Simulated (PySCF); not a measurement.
# C4H8F2 (CH3CH2CH2CHF2): the cost of one run

The runs use PySCF 2.14.0, with density-fitted response routines of our own; the level of theory stands in each step. All values are computed, except where a source is named. Atoms are numbered from 0 throughout.

## 1. The starting structure

14 atoms, charge 0, multiplicity 1; geometry from: MMFF94s. The atoms were then displaced at random by about 0.03 Å, so the start is not that level's minimum.

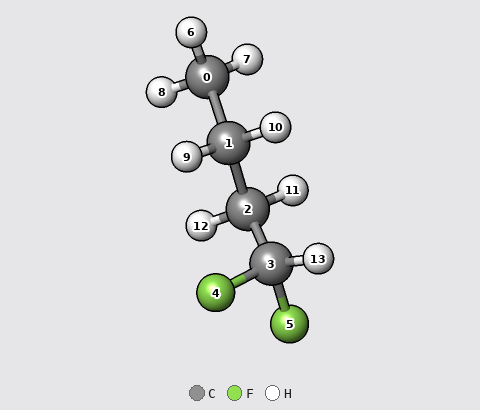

The starting geometry (carbon grey, fluorine green, hydrogen white), atoms numbered.

## 2. Relaxing the molecule at PBE0-D3(BJ)/def2-SVP

Job settings and geometry (Å):

```
{"job": {"xc": "PBE0", "basis": "def2-SVP", "d3": "d3bj", "grid": 1, "shake": 0.03, "kind": "geom"}, "charge": 0, "multiplicity": 1}
C      1.909530     0.317670    -0.328940
C      0.424970     0.629780     0.173410
C     -0.463850    -0.634190     0.111440
C     -1.706350    -0.378540     0.648250
F     -2.460880     0.473140    -0.178370
F     -2.519570    -1.530960     0.603070
H      2.464980     1.310650    -0.300720
H      2.408060    -0.345830     0.245410
H      1.820860     0.066500    -1.322420
H     -0.038920     1.420200    -0.392690
H      0.474370     1.007900     1.235380
H      0.087370    -1.418410     0.746730
H     -0.549990    -0.963110    -0.922970
H     -1.870000     0.001360     1.705740
```

Launch:

```sh
> OMP_NUM_THREADS=1 python probes_run.py task.json out
```

One launch serves the whole session: the jobs run in the order shown.

**Question.** How long does this first job take on 1 thread of Arm Neoverse V2, shared host, and how much memory does it need?

About 46 s, with a peak of 0.5 GiB.
